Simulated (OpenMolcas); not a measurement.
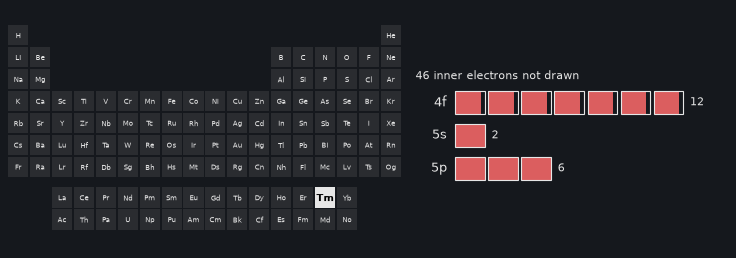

Left, the place of thulium in the periodic table; right, the outer shells of the leading configuration of the lowest level: a box for each of the 2l + 1 orbitals, shaded by the share of the shell that is filled, with the electron count at the right.

**Multiconfigurational calculation for Tm³⁺ complex (part 1 of 2)**

System: Tm³⁺ with 6 ligands (O; octahedron, 2.209 Å), embedded in CaO by model potentials and point charges, whose field is part of the energies.
Method: state-averaged CASSCF, active space 12 electrons in the shell 4f, basis ANO-RCC-VDZP on the metal and ANO-RCC-VDZP on the ligands, DKH2 scalar Hamiltonian, spin-orbit coupling by RASSI with atomic mean-field integrals (OpenMolcas).

Input file:
```
&GATEWAY
Basis set
Tm.ANO-RCC-VDZP.
Tm1 0.0 0.0 0.0 Angstrom
End of basis
Basis set
O.ANO-RCC-VDZP.
L1 2.209000 0.000000 0.000000 Angstrom
L2 0.000000 2.209000 0.000000 Angstrom
L3 0.000000 0.000000 2.209000 Angstrom
End of basis
Basis set
Ca.EMB-AIMP.Pascual.13s7p.1s1p.ECP.CaO.
PseudoCharge
* 3 symmetry-unique lattice sites within 7.6 angstrom
End of basis
Basis set
Ca.EMB-AIMP.Pascual.0s.0s.ECP.CaO.
PseudoCharge
* 24 symmetry-unique lattice sites within 7.6 angstrom
End of basis
Basis set
O.EMB-AIMP.Pascual.0s.0s.ECP.CaO.
PseudoCharge
* 31 symmetry-unique lattice sites within 7.6 angstrom
End of basis
Symmetry
XYZ
AngMom=0.0 0.0 0.0
AMFI
RICD
XField
1037 Angstrom 0
* Evjen-weighted lattice charges
&SEWARD
&RASSCF
FileOrb=start.orb
Symmetry=1
Spin=3
nActEl=12 0 0
Inactive=30 27
Ras2=0 7
CIRoot=21 21 1
SDav=21
CIMx=300
Iter=150 100
PrWF=0.3
OrbListing=Nothing
MaxOrb=0
LevShft=1.0
>>> COPY $Project.JobIph JOB001
&RASSCF
FileOrb=start.orb
Symmetry=1
Spin=1
nActEl=12 0 0
Inactive=30 27
Ras2=0 7
CIRoot=28 28 1
SDav=28
CIMx=300
Iter=150 100
PrWF=0.3
OrbListing=Nothing
MaxOrb=0
CIOnly
LevShft=1.0
>>> COPY $Project.JobIph JOB002
&RASSI
NrOfJobIphs=2 21 27
1 2 3 4 5 6 7 8 9 10 11 12 13 14 15 16 17 18 19 20 21
1 2 3 4 5 6 7 8 9 10 11 12 13 14 15 16 17 18 19 20 21 22 23 24 25 26 27
IphNames
JOB001
JOB002
EJob
SpinOrbit
DIPRint=1.0
SOCoupling=1000.0
Subsets=2
Property=9
'ANGMOM' 1 'ANGMOM' 2 'ANGMOM' 3 'MLTPL  1' 1 'MLTPL  1' 2 'MLTPL  1' 3
'AMFI' 1 'AMFI' 2 'AMFI' 3
SOProperty=3
'ANGMOM' 1 'ANGMOM' 2 'ANGMOM' 3
```

The file start.orb holds starting orbitals from an earlier step. A driver script formed the levels outside the program, from RASSI's spin-orbit matrix and the active-space energies, averaged over the components of each term or state.

Hardware: 1 thread of Arm Neoverse V1, 24 GiB of memory available, shared host.

Launched with:
```bash
OMP_NUM_THREADS=1 MOLCAS_MEM=2457 MOLCAS_PROJECT=a pymolcas a.inp > a.log  # once for each step of the input, in one work folder
```

Output (extracts):
```
--- SEWARD ---
Basis set label: TM.ANO-RCC...7S6P4D2F1G.

      Electronic valence basis set:
      ------------------
      Associated Effective Charge  69.000000 au
      Associated Actual Charge     69.000000 au
      Nuclear Model: Point charge

      Shell  nPrim  nBasis  Cartesian Spherical Contaminant
         s      25       7        X
         p      22       6        X
         d      15       4                 X
         f      11       2                 X
         g       4       1                 X
                  Relativistic Douglas-Kroll-Hess integrals:
                    - DKH order of Hamiltonian: 2
                    - DKH order of Properties : 0
                  Atomic mean-field integrals
--- RASSCF ---
Wave function specifications:
      -----------------------------

      Number of closed shell electrons         114
      Number of electrons in active shells      12
      Max number of holes in RAS1 space          0
      Max nr of electrons in RAS3 space          0
      Number of inactive orbitals               57
      Number of active orbitals                  7
      Number of secondary orbitals             112
      Spin quantum number                      1.0
      State symmetry                             1
Orbital specifications:
      -----------------------

      Symmetry species                           1   2
                                                ag  au
      Frozen orbitals                            0   0
      Inactive orbitals                         30  27
      Active orbitals                            0   7
      RAS1 orbitals                              0   0
      RAS2 orbitals                              0   7
      RAS3 orbitals                              0   0
      Secondary orbitals                        60  52
      Deleted orbitals                           0   0
      Number of basis functions                 90  86
      Number of CSFs                            21
      Number of root(s) required                21
      Iter CI   SX   CI       RASSCF       Energy    max ROT     max BLB   max BLB  Level Ln srch  Step   QN
          iter iter root      energy       change     param      element    value   shift minimum  type update
 Nr of preliminary CI iterations:   1
      Total energies have been shifted. Add               -14000.00 au
        1   1    9    0   -10.21947078    0.00E+00  -5.67E-02   14  48 2 -4.99E-01*  1.89   0.00    SX    NO
        2   1   10    0   -11.70528652   -1.49E+00* -4.98E-02   27  69 2 -2.46E-01*  1.32   0.00    SX    NO
        3   1    9    0   -12.15171149   -4.46E-01* -3.36E-02   30  33 1  1.51E-01*  1.29   0.00    SX    NO
        4   1    9    0   -12.23832852   -8.66E-02* -2.06E-02   30  33 1  8.71E-02*  1.15   0.00    SX    NO
        5   1    9    0   -12.26846497   -3.01E-02* -2.96E-02   30  33 1  5.53E-02*  1.18   1.80    QN   YES
        6   1    8    0   -12.28633625   -1.79E-02* -3.21E-03   10  42 2 -1.27E-02*  1.11   1.06    QN   YES
        7   1    8    0   -12.28738435   -1.05E-03*  1.34E-03   15  49 2 -4.30E-03*  1.12   1.25    QN   YES
        8   1    8    0   -12.28758168   -1.97E-04*  6.88E-04   15  49 2 -1.89E-03*  1.12   1.38    QN   YES
        9   1    7    0   -12.28761465   -3.30E-05* -2.09E-04   27  47 2 -6.38E-04*  1.12   1.18    QN   YES
       10   1    7    0   -12.28761804   -3.39E-06*  9.52E-05   30  33 1 -2.77E-04*  1.12   1.46    LS   YES
       11   1    6    0   -12.28761843   -3.84E-07* -4.94E-05   29  36 2 -2.75E-04*  1.12   1.02    QN   YES
       12   1    6    0   -12.28761891   -4.80E-07* -2.97E-05   30  33 1 -1.13E-04*  1.12   1.60    LS   YES
       13   1    6    0   -12.28761898   -7.79E-08* -2.09E-05   30  33 1 -7.65E-05   1.12   1.00    QN   YES
       14   1    5    0   -12.28761901   -3.10E-08* -2.26E-05   30  33 1 -4.09E-05   1.12   1.83    QN   YES
       15   1    4    0   -12.28761902   -9.36E-09   3.88E-06   25  32 1 -9.73E-06   1.12   1.11    QN   YES
      Convergence after 15 iterations
       16   1    4    0   -12.28761902    4.86E-09   3.88E-06   19  31 1 -6.66E-06   1.12   1.11    QN   YES
      Natural orbitals and occupation numbers for root  1
      sym 2:   1.294251   1.955867   1.749882   1.294251   1.955867   1.749882   2.000000
      Natural orbitals and occupation numbers for root  2
      sym 2:   1.955922   1.955922   1.294392   2.000000   1.294392   1.749686   1.749686
      Natural orbitals and occupation numbers for root  3
      sym 2:   1.955998   1.955998   2.000000   1.749385   1.294617   1.749385   1.294617
::    RASSCF root number  1 Total energy: -14012.32526638
::    RASSCF root number  2 Total energy: -14012.32526638
::    RASSCF root number  3 Total energy: -14012.32526638
::    RASSCF root number  4 Total energy: -14012.32448935
::    RASSCF root number  5 Total energy: -14012.32448935
::    RASSCF root number  6 Total energy: -14012.32325859
::    RASSCF root number  7 Total energy: -14012.32325859
::    RASSCF root number  8 Total energy: -14012.32325859
::    RASSCF root number  9 Total energy: -14012.32176041
::    RASSCF root number 10 Total energy: -14012.32176041
::    RASSCF root number 11 Total energy: -14012.32176041
::    RASSCF root number 12 Total energy: -14012.28809434
::    RASSCF root number 13 Total energy: -14012.28782561
::    RASSCF root number 14 Total energy: -14012.28782561
::    RASSCF root number 15 Total energy: -14012.28782561
::    RASSCF root number 16 Total energy: -14012.28703113
::    RASSCF root number 17 Total energy: -14012.28703113
::    RASSCF root number 18 Total energy: -14012.28703113
::    RASSCF root number 19 Total energy: -14012.15583331
::    RASSCF root number 20 Total energy: -14012.15583331
::    RASSCF root number 21 Total energy: -14012.15583331
--- RASSCF ---
Wave function specifications:
      -----------------------------

      Number of closed shell electrons         114
      Number of electrons in active shells      12
      Max number of holes in RAS1 space          0
      Max nr of electrons in RAS3 space          0
      Number of inactive orbitals               57
      Number of active orbitals                  7
      Number of secondary orbitals             112
      Spin quantum number                      0.0
      State symmetry                             1
Orbital specifications:
      -----------------------

      Symmetry species                           1   2
                                                ag  au
      Frozen orbitals                            0   0
      Inactive orbitals                         30  27
      Active orbitals                            0   7
      RAS1 orbitals                              0   0
      RAS2 orbitals                              0   7
      RAS3 orbitals                              0   0
      Secondary orbitals                        60  52
      Deleted orbitals                           0   0
      Number of basis functions                 90  86
      Number of CSFs                            28
      Number of root(s) required                28
      Iter CI   SX   CI       RASSCF       Energy    max ROT     max BLB   max BLB  Level Ln srch  Step   QN
          iter iter root      energy       change     param      element    value   shift minimum  type update
 Nr of preliminary CI iterations:   1
        1   1    0    0-14012.20323306    0.00E+00   0.00E+00   29  36 2 -8.05E-03*  0.00   0.00    SX    NO
      Natural orbitals and occupation numbers for root  1
      sym 2:   1.179856   1.963033   1.857171   1.179956   2.000000   1.857002   1.962982
      Natural orbitals and occupation numbers for root  2
      sym 2:   1.963004   1.963010   2.000000   1.857078   1.179912   1.857097   1.179900
      Natural orbitals and occupation numbers for root  3
      sym 2:   2.000000   1.962358   1.179399   1.962357   1.179399   1.858243   1.858244
::    RASSCF root number  1 Total energy: -14012.28577954
::    RASSCF root number  2 Total energy: -14012.28577954
::    RASSCF root number  3 Total energy: -14012.28577954
::    RASSCF root number  4 Total energy: -14012.28174245
::    RASSCF root number  5 Total energy: -14012.28174245
::    RASSCF root number  6 Total energy: -14012.28122960
::    RASSCF root number  7 Total energy: -14012.28122960
::    RASSCF root number  8 Total energy: -14012.28122960
::    RASSCF root number  9 Total energy: -14012.28049910
::    RASSCF root number 10 Total energy: -14012.19863117
::    RASSCF root number 11 Total energy: -14012.19863117
::    RASSCF root number 12 Total energy: -14012.19586704
::    RASSCF root number 13 Total energy: -14012.19586704
::    RASSCF root number 14 Total energy: -14012.19586704
::    RASSCF root number 15 Total energy: -14012.17196452
::    RASSCF root number 16 Total energy: -14012.17196452
::    RASSCF root number 17 Total energy: -14012.17176500
::    RASSCF root number 18 Total energy: -14012.17176500
::    RASSCF root number 19 Total energy: -14012.17176500
::    RASSCF root number 20 Total energy: -14012.17104520
::    RASSCF root number 21 Total energy: -14012.16906042
::    RASSCF root number 22 Total energy: -14012.16906042
::    RASSCF root number 23 Total energy: -14012.16906042
::    RASSCF root number 24 Total energy: -14012.16842814
::    RASSCF root number 25 Total energy: -14012.16842814
::    RASSCF root number 26 Total energy: -14012.16842814
::    RASSCF root number 27 Total energy: -14012.16787761
::    RASSCF root number 28 Total energy: -14011.95004607
```

(Continued in part 2.) Outcome of the run: converged.
